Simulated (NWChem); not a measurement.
**One shape, several levels: WO3 (tungsten trioxide)**

We compute a comparison of 4 runs (B3LYP/def2-SVPD, BHLYP/def2-SVPD, M06-2X/def2-SVPD, PBE0/def2-SVPD) of WO3 (tungsten trioxide). 

Program for the calculation: NWChem 7.3.0.

4 further runs of the same task are left out: 4 that didn't finish.

### 1 The structure to begin with

The species is WO3 (4 atoms), meant as a singlet with charge 0. SMILES: `[O]=[W](=[O])=[O]`. One bond was lengthened or shortened from a relaxed shape.

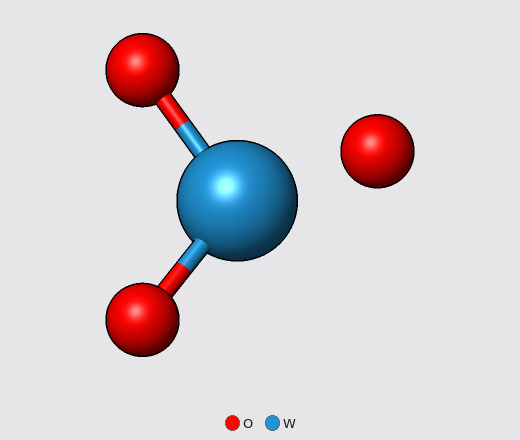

Viewed from a chosen angle; oxygen red, tungsten blue.

### 2 The energy at B3LYP/def2-SVPD (core potential) (run 1)

a.xyz

```xyz
4

O     -0.668958     0.523097     1.665617
W     -0.797858    -0.025803     0.045417
O      1.071700    -1.143300    -0.433900
O     -0.843658     1.359397    -0.965683
```

run.py

```python
from ase.io import read
from ase.calculators.nwchem import NWChem

mol = read('a.xyz')

calc = NWChem(
    label='a',
    theory='dft',
    memory='2200 mb',
    basis='def2-SVPD',
    basispar='spherical bse',
    dft={'xc': 'b3lyp', 'mult': '1', 'grid': 'fine', 'convergence': 'energy 1e-08', 'iterations': '100', 'mulliken': None},
    task='energy',
    **{'ecp bse': {'W library': 'def2-SVPD'}},
)
mol.calc = calc

e = mol.get_potential_energy()
print(f"E = {e:.6f} eV")
print("dipole (e A):", mol.get_dipole_moment().round(4))
```

On the command line:

```sh
$ export ASE_NWCHEM_COMMAND="nwchem PREFIX.nwi > PREFIX.nwo"
$ python run.py
```

Standard output:

```text
E = -7961.819344 eV
dipole (e A): [-1.1786 -0.3572 -0.0352]
```

The calculator wrote a.nwi:

```
title "a"

permanent_dir a

scratch_dir a

start a

geometry units angstrom nocenter noautosym noautoz
  O  -6.6895800000000005e-01 5.2309700000000003e-01 1.6656169999999999e+00
  W  -7.9785799999999996e-01 -2.5803000000000000e-02 4.5416999999999999e-02
  O  1.0717000000000001e+00 -1.1433000000000000e+00 -4.3390000000000001e-01
  O  -8.4365800000000002e-01 1.3593970000000000e+00 -9.6568299999999996e-01
end

memory 2200 mb

basis spherical bse noprint
   * library def2-SVPD
end

dft
  xc b3lyp
  mult 1
  grid fine
  convergence energy 1e-08
  iterations 100
  mulliken
end
ecp bse
  W library def2-SVPD
end

task dft energy
```

a.nwo:

```text
Northwest Computational Chemistry Package (NWChem) 7.3.0
             --------------------------------------------------------

           Job information
           ---------------

    nwchem branch   = 7.3.0
    use scalapack   = T
    input           = a.nwi
    prefix          = a.
    data base       = a/a.db
    status          = startup
    nproc           =        1

           Memory information
           ------------------

    heap     =     72089600 doubles =      550.0 Mbytes
    stack    =     72089597 doubles =      550.0 Mbytes
    global   =    144179200 doubles =     1100.0 Mbytes (distinct from heap & stack)
    total    =    288358397 doubles =     2200.0 Mbytes
    verify   = yes
    hardfail = no

[... 92 lines left out ...]
  convergence criterion.
[... 18 lines left out ...]
          Convergence on density requested:  1.00D-05
[... 24 lines left out ...]
          Convergence Information
[... 57 lines left out ...]
   convergence    iter        energy       DeltaE   RMS-Dens  Diis-err    time
[... 15 lines left out ...]
           Coulomb energy =      291.038704562697
[... 7 lines left out ...]
                       DFT Final Molecular Orbital Analysis
[... 759 lines left out ...]
 center of mass
 --------------
 x =  -1.25326149 y =   0.05765957 z =   0.10273908

 moments of inertia (a.u.)
 ------------------
         416.901200550151         125.197590032611          37.609075475674
         125.197590032611         407.084258254773          -0.975511323503
          37.609075475674          -0.975511323503         381.205318962671

     Multipole analysis of the density
     ---------------------------------

     L   x y z        total         alpha         beta         nuclear
     -   - - -        -----         -----         ----         -------
     0   0 0 0     -0.000000    -19.000000    -19.000000     38.000000

     1   1 0 0     -2.227315     12.773315     12.773315    -27.773945
[... 8 lines of this table left out ...]
     2   0 0 2    -32.769305    -72.074723    -72.074723    111.380141

 Task  times  cpu:       57.7s     wall:       57.7s
 Total times  cpu:       57.7s     wall:       57.7s
```

Run time: 59 s. Hardware: 1 thread of Intel Xeon Platinum 8175M at 2.50GHz (Skylake/Cascade Lake), shared host; peak memory 0.12 GiB.

### 3 A single-point energy at BHLYP/def2-SVPD (core potential) (run 2)

o3w.nw

```
start o3w
memory stack 880 mb heap 220 mb global 1100 mb
geometry units angstroms noautosym nocenter noautoz
   O    -0.668958    0.523097    1.665617
   W    -0.797858   -0.025803    0.045417
   O     1.071700   -1.143300   -0.433900
   O    -0.843658    1.359397   -0.965683
end
basis spherical bse
   O library def2-SVPD
   W library def2-SVPD
end
ecp bse
   W library def2-SVPD
end
dft
   xc bhlyp
   grid fine
   convergence energy 1e-08
   maxiter 100
   mulliken
end
task dft energy
```

On the command line:

```sh
$ nwchem o3w.nw > o3w.out
```

Standard output:

```text
[...]
          Wavefunction type:  closed shell.
          No. of atoms     :     4
          No. of electrons :    38
[...]
          Charge           :     0
          Spin multiplicity:     1
[...]
          AO basis - number of functions:   104
[...]
              XC Information
              --------------
                        BHLYP Method XC Functional
                     Hartree-Fock (Exact) Exchange  0.500
                        Slater Exchange Functional  0.500 local
                    Becke 1988 Exchange Functional  0.500 non-local
              Lee-Yang-Parr Correlation Functional  1.000
[...]
 d= 0,ls=0.0,diis     1   -291.3517069216 -4.20D+02  7.05D-02  6.29D+00     4.8
[...]
 d= 0,ls=0.5,diis    39   -292.2596552947 -7.40D-09  1.30D-06  3.03D-08   116.4
         Total DFT energy =     -292.259655299540
      One electron energy =     -679.399281416975
           Coulomb energy =      290.724644705116
    Exchange-Corr. energy =      -32.690434910482
 Nuclear repulsion energy =      129.105416322800
[...]
      Total Density - Mulliken Population Analysis
     ---------------------------------------------
    Atom       Charge   Shell Charges
 -----------   ------   -------------------------------------------------------
    1 O    8     8.56   1.99  1.13  0.77  0.05  2.73  1.70  0.15  0.01  0.02
    2 W   14    12.14   0.04 -0.36  1.88  0.48  0.39  0.04  5.58  0.45  0.07 -0.06  3.28  0.20  0.15
    3 O    8     8.73   1.99  1.15  0.79  0.07  2.59  1.84  0.27  0.00  0.02
    4 O    8     8.56   1.99  1.13  0.77  0.05  2.73  1.70  0.15  0.01  0.02
[...]
```

Wall time 2 min (1 thread of Intel Xeon Platinum 8175M at 2.50GHz (Skylake/Cascade Lake), shared host); peak memory 0.12 GiB.

Run 3 isn't shown in full; the table further down has it.

### 4 The energy at PBE0/def2-SVPD (core potential) (run 4)

mymol.xyz

```xyz
4
O3W PBE0
O     -0.668958     0.523097     1.665617
W     -0.797858    -0.025803     0.045417
O      1.071700    -1.143300    -0.433900
O     -0.843658     1.359397    -0.965683
```

run.py

```python
from ase.io import read
from ase.calculators.nwchem import NWChem

molecule = read('mymol.xyz')

calc = NWChem(
    label='mymol',
    theory='dft',
    memory='2200 mb',
    basis='def2-SVPD',
    basispar='spherical bse',
    dft={'xc': 'pbe0', 'mult': '1', 'grid': 'fine', 'convergence': 'energy 1e-08', 'iterations': '100', 'mulliken': None},
    task='energy',
    **{'ecp bse': {'W library': 'def2-SVPD'}},
)
molecule.calc = calc

print("Total energy (eV):", round(molecule.get_potential_energy(), 6))
print("dipole (e A):", molecule.get_dipole_moment().round(4))
```

On the command line:

```sh
$ export ASE_NWCHEM_COMMAND="nwchem PREFIX.nwi > PREFIX.nwo"
$ python run.py
```

Standard output:

```text
Total energy (eV): -7954.027004
dipole (e A): [-1.2097 -0.3561 -0.0328]
```

The calculator wrote mymol.nwi:

```
title "mymol"

permanent_dir mymol

scratch_dir mymol

start mymol

geometry units angstrom nocenter noautosym noautoz
  O  -6.6895800000000005e-01 5.2309700000000003e-01 1.6656169999999999e+00
  W  -7.9785799999999996e-01 -2.5803000000000000e-02 4.5416999999999999e-02
  O  1.0717000000000001e+00 -1.1433000000000000e+00 -4.3390000000000001e-01
  O  -8.4365800000000002e-01 1.3593970000000000e+00 -9.6568299999999996e-01
end

memory 2200 mb

basis spherical bse noprint
   * library def2-SVPD
end

dft
  xc pbe0
  mult 1
  grid fine
  convergence energy 1e-08
  iterations 100
  mulliken
end
ecp bse
  W library def2-SVPD
end

task dft energy
```

mymol.nwo:

```text
Northwest Computational Chemistry Package (NWChem) 7.3.0
             --------------------------------------------------------

           Job information
           ---------------

    nwchem branch   = 7.3.0
    use scalapack   = T
    input           = mymol.nwi
    prefix          = mymol.
    data base       = mymol/mymol.db
    status          = startup
    nproc           =        1

           Memory information
           ------------------

    heap     =     72089598 doubles =      550.0 Mbytes
    stack    =     72089595 doubles =      550.0 Mbytes
    global   =    144179200 doubles =     1100.0 Mbytes (distinct from heap & stack)
    total    =    288358393 doubles =     2200.0 Mbytes
    verify   = yes
    hardfail = no

[... 92 lines left out ...]
  convergence criterion.
[... 18 lines left out ...]
          Convergence on density requested:  1.00D-05
[... 23 lines left out ...]
          Convergence Information
[... 57 lines left out ...]
   convergence    iter        energy       DeltaE   RMS-Dens  Diis-err    time
[... 15 lines left out ...]
           Coulomb energy =      290.972538722989
[... 7 lines left out ...]
                       DFT Final Molecular Orbital Analysis
[... 759 lines left out ...]
 center of mass
 --------------
 x =  -1.25326149 y =   0.05765957 z =   0.10273908

 moments of inertia (a.u.)
 ------------------
         416.901200550151         125.197590032611          37.609075475674
         125.197590032611         407.084258254773          -0.975511323503
          37.609075475674          -0.975511323503         381.205318962671

     Multipole analysis of the density
     ---------------------------------

     L   x y z        total         alpha         beta         nuclear
     -   - - -        -----         -----         ----         -------
     0   0 0 0     -0.000000    -19.000000    -19.000000     38.000000

     1   1 0 0     -2.285962     12.743992     12.743992    -27.773945
[... 8 lines of this table left out ...]
     2   0 0 2    -32.590808    -71.985475    -71.985475    111.380141

 Task  times  cpu:       61.2s     wall:       61.2s
 Total times  cpu:       61.2s     wall:       61.2s
```

Run time: 63 s. Hardware: 1 thread of Intel Xeon Platinum 8175M at 2.50GHz (Skylake/Cascade Lake), shared host; peak memory 0.12 GiB.

### 5 The series

```
run                              level  energy (Eh)  dipole moment (D)  HOMO energy (eV)  LUMO energy (eV)  wall time
  1   B3LYP/def2-SVPD (core potential)  -292.591467               5.92             -7.80             -5.77       59 s
  2   BHLYP/def2-SVPD (core potential)  -292.259655               6.41             -9.27             -4.88      2 min
  3  M06-2X/def2-SVPD (core potential)  -292.318900               6.27             -9.32             -4.84    2.3 min
  4    PBE0/def2-SVPD (core potential)  -292.305103               6.06             -8.00             -5.48       63 s
```

### 6 What came out

| quantity | value |
| --- | --- |
| run 4: total energy | -292.30510 Eh |
| run 4: dipole moment | 6.06 D |
| run 4: HOMO energy | -8.00 eV |
| run 4: LUMO energy | -5.48 eV |
| run 4: HOMO–LUMO gap | 2.52 eV |

In words: The dipole moment (its size) runs from 5.92 D (B3LYP/def2-SVPD) to 6.41 D (BHLYP/def2-SVPD). The HOMO–LUMO gap runs from 2.03 eV (B3LYP/def2-SVPD) to 4.47 eV (M06-2X/def2-SVPD). Totals of different functionals can't be ranked against each other. All runs together took 6.4 min, the longest 2.3 min.
